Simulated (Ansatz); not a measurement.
# TaN (P-62m): zone-centre modes under pressure, part 2 of 3

Wanted: Grüneisen parameters and pressure coefficients of the modes of TaN (P-62m).

Ansatz 0.2.0; DFT PBEsol, scalar-relativistic, plane waves, PAW; PAW set soft_1.

So far. Step 3 (Tight relaxation): The largest force component left is 0.029 meV/Å and the pressure is -0.004 GPa, within the tolerances set. The cell now holds 11.21 Å³/atom.

## (4) Zone-centre response at rest

The force constants come from the linear response of the density to a displacement.

The modes at rest are the reference of the series.

Input file input.yaml:

```yaml
crystal:
  lattice:
    - [5.1776819493, 0.0, 0.0]
    - [-2.5888409747, 4.4840041008, 0.0]
    - [0.0, 0.0, 2.8960213983]
  atoms:
    - { symbol: "N", position: [0.3934597894, 0.0, 0.0] }
    - { symbol: "N", position: [0.6065402106, 0.6065402106, 0.0] }
    - { symbol: "N", position: [0.0, 0.3934597894, 0.0] }
    - { symbol: Ta, position: [0.3333333333, 0.6666666667, 0.5] }
    - { symbol: Ta, position: [0.6666666667, 0.3333333333, 0.5] }
    - { symbol: Ta, position: [0.0, 0.0, 0.0] }
kpoints:
  mp_grid: { grid: [9, 9, 12] }
hamiltonian:
  xc: pbesol
  pseudopotentials: { kind: paw, azcp: { folder: soft_1 }, xc_functional: pbe }
scf:
  occupations: { method: methfessel_paxton, width: 0.2 }
output:
  eigenvalues: true
phonons:
  method: dfpt
```

Run with:

```sh
> ansatz run input.yaml --threads 8 --pin off --max-ram 16384MiB --backend cpu --events-out ev --progress --plain --runs-dir out
```

Numbers of over 12 decimals in the logs are rounded to 6 here.

The log of the run:

```text
zone centre: on kpoints.mp_grid the ground state, and the responses unless they are solved on pairs of k-points, stand on 287 of the mesh's 972 k-points, reduced under 2 symmetry operations, with k and −k counted as one. Each operation leaves every solved displacement unchanged or reverses it
[...]
Crystal: 6 atoms, lattice volume = 67.236 Å³
Basis set: ecut = 420 eV, 1287 PW (Γ), exchange–correlation on 72×72×40 points (8 copies of the dense FFT grid, shifted against one another)
Bands: 33, of which v1, the nominal top of the filled ones, is band 27 counted from 1 (26 counted from 0)
Symmetry: 12 space group operations
k-points: 287 of 972 (irreducible under 2 space group operations, time reversal used)
[...]
SCF iter   1: F=—  HF=-30566.440517 eV  |F-HF|=—  |Δ(HF+E_count)|=         —  Δρ=6.50e-2  dr2=3.54e0  ethr=3.10e-3  ⟨swp⟩=4.6  Hψ=36932  notcnv=0
[...]
SCF iter  10: F=-30565.746969 eV  HF=-30565.746969 eV  |F-HF|=1.09e-11  |Δ(HF+E_count)|=  1.46e-11  S|Δr|=    0.00e0  Δρ=1.21e-7  dr2=4.48e-12  ethr=1.00e-12  ⟨swp⟩=9.6  Hψ=52857  notcnv=0
the search or the solves at the SCF's close seem to have found levels that the self-consistency loop had missed (the run counts 2). By its estimate they hold under 1e-12 electrons; where the run keeps them, the occupations were computed again with them
SCF 1 converged in 10 iterations: F = -30565.746969 eV  dr2 = 4.48e-12
[...]
DFPT response loops at Γ: preconditioner auto → Kerker (q_TF=auto, 2.630 Å⁻¹) (partly filled bands, converged f_vac=0.000); β = 1.00, the filter's whole step (`scf.mixing.beta` (0.50) is not read by the response loops under this deck's `scf.mixing.preconditioner`; to damp them name `kerker` or `kerker_dos`, under which they read `scf.mixing.beta`, and type it under 1.00, their step now; both keys bind the ground state too); Broyden in place of MSR1
SCF converged after 10 iterations
[...]
Free energy (F): -30565.746969 eV
[...]
Internal energy: -30565.750157 eV  (E = F + TS)
E sigma→0 (E₀):  -30565.747766 eV
Entropy (-TS):   0.003188 eV (0.531 meV/atom)
Fermi energy:    19.815178 eV
[...]
--- Band table (eV; the first three rows and the last of 287) ---
  k-point 0: bands = [... 23 lower, 15.4452, 16.3837, 17.7721, 18.7855, 18.7855, 20.3175, 20.3175, 21.5754, ... 2 higher]
  k-point 1: bands = [... 23 lower, 15.0372, 16.6372, 18.1257, 18.4468, 18.4468, 20.7429, 20.7429, 21.6913, ... 2 higher]
  k-point 2: bands = [... 23 lower, 14.4596, 17.3842, 18.0390, 18.0390, 18.9486, 21.1876, 21.1876, 21.7236, ... 2 higher]
  k-point 286: bands = [... 23 lower, 15.6554, 16.4930, 17.5942, 18.6871, 20.8701, 21.3278, 22.5645, 22.5926, ... 2 higher]
--- Phonons (Γ-DFPT): 7 representative perturbations + reference, on 287 of 972 k-points (Σ response iterations 22) ---
  k mesh reduced under 2 symmetry operations, with k and −k counted as one. Each operation leaves every solved displacement unchanged or reverses it
  ASR residual: 3.439e-5 → 0.000e0 eV/Å²; symmetrization residual: 2.648e-6 eV/Å²
  ASR residual per site (eV/Å²): 3.28e-5 3.16e-5 3.16e-5 3.44e-5 3.44e-5 3.05e-5
  Γ frequencies (cm⁻¹): 0.00 0.00 0.00 148.26 189.08 189.35 189.35 231.15 231.15 579.03 579.03 596.21 601.73 601.73 619.57 652.77 652.77 703.91
  non-analytic LO–TO correction: not included (Born effective charges unavailable; polar crystals: no LO–TO splitting at Γ)
```

The job ended after 2.1 min (8 threads of Arm Neoverse N1, shared host; peak memory 2.2 GiB).

In the SCF lines HF is the Harris–Foulkes energy and dr2 the Hartree energy of the density residual, in eV; the loop may stop once dr2 is under the threshold and the program's other checks hold. Hψ counts applications of the Hamiltonian.

Numbers from this step:

```
sum-rule residual before enforcement                    : 3.44e-5 eV/Å²
point group                                             : -6m2
highest optical mode at the zone centre (no LO-TO term) : 703.9 cm⁻¹
lowest optical zone-centre mode                         : 148.3 cm⁻¹
```

Patterns of degenerate modes are one choice out of their space. The modes at Γ (shares of kinetic energy by element, %):

```tsv
mode	frequency (cm⁻¹)	symmetry	N %	Ta %
1	0.0	acoustic	7	93
2	0.0	acoustic	7	93
3	0.0	acoustic	7	93
4	148.3	A2''	1	99
5	189.1	A1''	0	100
6	189.3	E'	2	98
7	189.3	E'	2	98
8	231.2	E'	0	100
9	231.2	E'	0	100
10	579.0	E''	100	0
11	579.0	E''	100	0
12	596.2	A2''	92	8
13	601.7	E'	94	6
14	601.7	E'	94	6
15	619.6	A1'	100	0
16	652.8	E'	96	4
17	652.8	E'	96	4
18	703.9	A2'	100	0
```

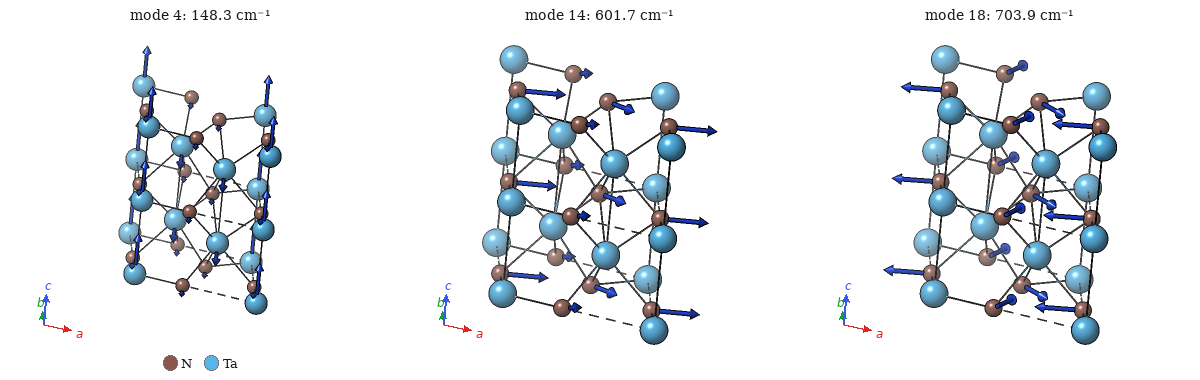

Displacement patterns of modes 4, 14 and 18 at Γ; arrows are exaggerated. 1×1×2 cells are drawn. Some periodic images of atoms are drawn too.

Before it was imposed, the acoustic sum rule was missed by 3.4e-5 eV/Å². Small misses are needed for a sound result but don't prove that mesh and cutoff are converged. The lowest optical mode is real, 148 cm⁻¹.

## (5) A member of the series: 1.06 times the volume at rest

The cell is set to 1.06 times the volume at rest, and shape and atoms relax at that volume.

input.yaml, the sections that differ from step 4:

```yaml
crystal:
  lattice:
    - [5.2835716963, 0.0, 0.0]
    - [-2.6417858482, 4.5757073117, 0.0]
    - [0.0, 0.0, 2.9479706848]
  atoms:
    - { symbol: "N", position: [0.3917144823, 0.0, 0.0] }
    - { symbol: "N", position: [0.6082855177, 0.6082855177, 0.0] }
    - { symbol: "N", position: [0.0, 0.3917144823, 0.0] }
    - { symbol: Ta, position: [0.3333333333, 0.6666666667, 0.5] }
    - { symbol: Ta, position: [0.6666666667, 0.3333333333, 0.5] }
    - { symbol: Ta, position: [0.0, 0.0, 0.0] }
output:
  forces: true
  stress: true
  eigenvalues: true
relax:
  adjacent_minimum: "off"
  f_tol: 0.001
  max_steps: 60
  cell: { stress_tol: 0.01, fix: [volume] }
# kpoints, hamiltonian, scf: as in step 4
# phonons: removed
```

The log of the run:

```text
[...]
Crystal: 6 atoms, lattice volume = 71.270 Å³
Basis set: ecut = 420 eV, 1347 PW (Γ), exchange–correlation on 72×72×40 points (8 copies of the dense FFT grid, shifted against one another)
Bands: 33, of which v1, the nominal top of the filled ones, is band 27 counted from 1 (26 counted from 0)
Symmetry: 12 space group operations
[...]
k-points: 84 of 972 (time reversal used)
[...]
cell:  # Å, volume = 71.2704 Å³
    - [5.285471, 2.8878020180859382e-11, 0.0]
    - [-2.642735, 4.577352, 0.0]
    - [0.0, 0.0, 2.945853]
  atoms:
    - { symbol: N, position: [0.390830, 0, 0.0] }
    - { symbol: N, position: [0.609170, 0.609170, 0.0] }
    - { symbol: N, position: [2.7755575615628914e-17, 0.390830, 0.0] }
    - { symbol: Ta, position: [0.333333, 0.666667, 0.500000] }
    - { symbol: Ta, position: [0.666667, 0.333333, 0.500000] }
    - { symbol: Ta, position: [0, 0, 0.0] }
[key lines of the parts left out:]
SCF converged after 5 iterations
Free energy (F): -30565.523192 eV
Fermi energy:    18.531410 eV
P = ⅓ Tr σ = -16.8783 GPa (-168.783 kbar)
```

The job ended after 26 s (8 threads; peak memory 0.55 GiB; 3.2 min of CPU time).

Little changed from the start: no atom moved by 0.005 Å and no cell edge by 0.1 %.

This step gave:

- pressure: -16.88 GPa
- volume per atom: 11.88 Å³

The largest force component left is 0.012 meV/Å, at a pressure of -16.88 GPa.

## (6) Zone-centre modes of the member: 1.06 times the volume at rest

The zone-centre modes follow for 1.06 times the volume at rest.

input.yaml, the sections that differ from step 5:

```yaml
crystal:
  lattice:
    - [5.2854706153, 0.0, 0.0]
    - [-2.6427353077, 4.5773518238, 0.0]
    - [0.0, 0.0, 2.9458528215]
  atoms:
    - { symbol: "N", position: [0.3908301574, 0.0, 0.0] }
    - { symbol: "N", position: [0.6091698426, 0.6091698426, 0.0] }
    - { symbol: "N", position: [0.0, 0.3908301574, 0.0] }
    - { symbol: Ta, position: [0.3333333333, 0.6666666667, 0.5] }
    - { symbol: Ta, position: [0.6666666667, 0.3333333333, 0.5] }
    - { symbol: Ta, position: [0.0, 0.0, 0.0] }
output:
  eigenvalues: true
phonons:
  method: dfpt
# kpoints, hamiltonian, scf: as in step 5
# relax: removed
```

The log of the run:

```text
[...]
Crystal: 6 atoms, lattice volume = 71.270 Å³
Basis set: ecut = 420 eV, 1347 PW (Γ), exchange–correlation on 72×72×40 points (8 copies of the dense FFT grid, shifted against one another)
Bands: 33, of which v1, the nominal top of the filled ones, is band 27 counted from 1 (26 counted from 0)
Symmetry: 12 space group operations
k-points: 287 of 972 (irreducible under 2 space group operations, time reversal used)
[...]
SCF iter   1: F=—  HF=-30566.150613 eV  |F-HF|=—  |Δ(HF+E_count)|=         —  Δρ=6.01e-2  dr2=3.47e0  ethr=3.10e-3  ⟨swp⟩=4.4  Hψ=36911  notcnv=0
[...]
SCF iter  10: F=-30565.523192 eV  HF=-30565.523192 eV  |F-HF|=3.64e-12  |Δ(HF+E_count)|=  5.46e-11  S|Δr|=    0.00e0  Δρ=1.27e-7  dr2=9.75e-12  ethr=1.00e-12  ⟨swp⟩=9.3  Hψ=54179  notcnv=0
SCF 1 converged in 10 iterations: F = -30565.523192 eV  dr2 = 9.75e-12
[...]
SCF converged after 10 iterations
[...]
Free energy (F): -30565.523192 eV
[...]
Internal energy: -30565.526412 eV  (E = F + TS)
E sigma→0 (E₀):  -30565.523997 eV
Entropy (-TS):   0.003220 eV (0.537 meV/atom)
Fermi energy:    18.531410 eV
[...]
--- Band table (eV; the first three rows and the last of 287) ---
  k-point 0: bands = [... 23 lower, 14.3609, 15.2484, 16.5652, 17.5876, 17.5876, 19.0570, 19.0570, 20.0693, ... 2 higher]
  k-point 1: bands = [... 23 lower, 13.9325, 15.5102, 16.9055, 17.2863, 17.2863, 19.4268, 19.4268, 20.1801, ... 2 higher]
  k-point 2: bands = [... 23 lower, 13.4228, 16.2344, 16.9068, 16.9068, 17.6866, 19.8439, 19.8439, 20.3074, ... 2 higher]
  k-point 286: bands = [... 23 lower, 14.5361, 15.4598, 16.4583, 17.5177, 19.5151, 19.9163, 21.0682, 21.1051, ... 2 higher]
[...]
ASR residual: 4.880e-5 → 0.000e0 eV/Å²; symmetrization residual: 3.078e-6 eV/Å²
  ASR residual per site (eV/Å²): 1.95e-5 1.26e-5 1.26e-5 4.88e-5 4.88e-5 1.74e-5
[...]
```

Wall time 2.3 min (8 threads); peak memory 2.3 GiB; 16 min of CPU time.

This step gave:

| Property | Result |
| --- | --- |
| sum-rule residual before enforcement | 4.88e-5 eV/Å² |
| highest optical mode at the zone centre (no LO-TO term) | 630.7 cm⁻¹ |
| lowest optical zone-centre mode | 140.3 cm⁻¹ |

Patterns of degenerate modes are one choice out of their space. The modes at Γ (shares of kinetic energy by element, %):

```tsv
mode	frequency (cm⁻¹)	symmetry	N %	Ta %
1	0.0	acoustic	7	93
2	0.0	acoustic	7	93
3	0.0	acoustic	7	93
4	140.3	A2''	0	100
5	166.9	A1''	0	100
6	176.2	E'	1	99
7	176.2	E'	1	99
8	210.4	E'	0	100
9	210.4	E'	0	100
10	517.8	E''	100	0
11	517.8	E''	100	0
12	532.6	A2''	92	8
13	533.4	E'	95	5
14	533.4	E'	95	5
15	581.8	A1'	100	0
16	605.5	E'	96	4
17	605.5	E'	96	4
18	630.7	A2'	100	0
```

The lowest optical mode is real, 140 cm⁻¹, and the highest lies at 630.7 cm⁻¹.

Between step 4 and this run (volume ratio 1.06) the value for the highest optical mode at the zone centre (no LO-TO term) moves from 704 cm⁻¹ to 631 cm⁻¹ (-10 %).

## (7) A member of the series: 0.9 times the volume at rest

The cell is set to 0.9 times the volume at rest, and shape and atoms relax at that volume.

input.yaml, the sections that differ from step 6:

```yaml
crystal:
  lattice:
    - [4.9884124167, 0.0, 0.0]
    - [-2.4942062084, 4.3200918774, 0.0]
    - [0.0, 0.0, 2.8079560866]
  atoms:
    - { symbol: "N", position: [0.396941897, 0.0, 0.0] }
    - { symbol: "N", position: [0.603058103, 0.603058103, 0.0] }
    - { symbol: "N", position: [0.0, 0.396941897, 0.0] }
    - { symbol: Ta, position: [0.3333333333, 0.6666666667, 0.5] }
    - { symbol: Ta, position: [0.6666666667, 0.3333333333, 0.5] }
    - { symbol: Ta, position: [0.0, 0.0, 0.0] }
output:
  forces: true
  stress: true
  eigenvalues: true
relax:
  adjacent_minimum: "off"
  f_tol: 0.001
  max_steps: 60
  cell: { stress_tol: 0.01, fix: [volume] }
# kpoints, hamiltonian, scf: as in step 6
# phonons: removed
```

The log of the run:

```text
[...]
Crystal: 6 atoms, lattice volume = 60.513 Å³
Basis set: ecut = 420 eV, 1203 PW (Γ), exchange–correlation on 72×72×40 points (8 copies of the dense FFT grid, shifted against one another)
Bands: 33, of which v1, the nominal top of the filled ones, is band 27 counted from 1 (26 counted from 0)
Symmetry: 12 space group operations
[...]
k-points: 84 of 972 (time reversal used)
[...]
cell:  # Å, volume = 60.5126 Å³
    - [4.985207, 2.8848895151906942e-11, 0.0]
    - [-2.492603, 4.317316, 0.0]
    - [0.0, 0.0, 2.811568]
  atoms:
    - { symbol: N, position: [0.397829, 0, 0.0] }
    - { symbol: N, position: [0.602171, 0.602171, 0.0] }
    - { symbol: N, position: [0.0, 0.397829, 0.0] }
    - { symbol: Ta, position: [0.333333, 0.666667, 0.500000] }
    - { symbol: Ta, position: [0.666667, 0.333333, 0.500000] }
    - { symbol: Ta, position: [0, 0, 0.0] }
[key lines of the parts left out:]
SCF converged after 4 iterations
Free energy (F): -30564.918580 eV
Fermi energy:    22.273424 eV
P = ⅓ Tr σ = 43.2870 GPa (432.870 kbar)
```

Run time: 21 s. Hardware: 8 threads; peak memory 0.52 GiB; 2.7 min of CPU time.

Relaxation path:

```tsv
step	energy less that of the first step (eV)	largest force component (eV/Å)	pressure (GPa)	volume (Å³)
1	0.0000	0.0910	43.48	60.51
2	-0.0003	0.0079	43.21	60.51
3	-0.0008	0.0145	43.27	60.51
4	-0.0008	0.0020	43.29	60.51
5	-0.0008	0.0001	43.29	60.51
6*	-0.0008	0.0000	43.29	60.51
```

Relaxation steps marked * repeat the geometry before them on a plane-wave basis chosen anew for their cell, so energy and pressure can jump there.

The run keeps the 12 symmetry operations that it works with, so distortions that break them were not tested.

```tsv
conventional cell, symmetrised	before	after	change
a (Å)	4.988	4.985	-0.1 %
b (Å)	4.988	4.985	-0.1 %
c (Å)	2.808	2.812	+0.1 %
volume (Å³/atom)	10.09	10.09	+0.0 %
```

The relaxed structure:

```xyz
6
Lattice="4.9852 0.0000 0.0000 -2.4926 4.3173 0.0000 0.0000 0.0000 2.8116" Properties=species:S:1:pos:R:3 pbc="T T T"
N     1.9833    0.0000    0.0000
N     1.5010    2.5998    0.0000
N    -0.9916    1.7176    0.0000
Ta    0.0000    2.8782    1.4058
Ta    2.4926    1.4391    1.4058
Ta    0.0000    0.0000    0.0000
```

Numbers from this step:

```yaml
pressure: 43.29 GPa
volume_per_atom: 10.09 Å³
```

The largest force component left is 0.046 meV/Å, at a pressure of 43.29 GPa.

[end of part 2 of 3]

[Logs are printed without paths, hosts, clocks, repeated set-up lines and the standing remarks that a program may print on its own settings, such as how far it seeks lower states.]

[Hosts, paths, dates, database ids (printed as entryN), source tags and the programs' standing remarks are cut or masked in the printed files.]
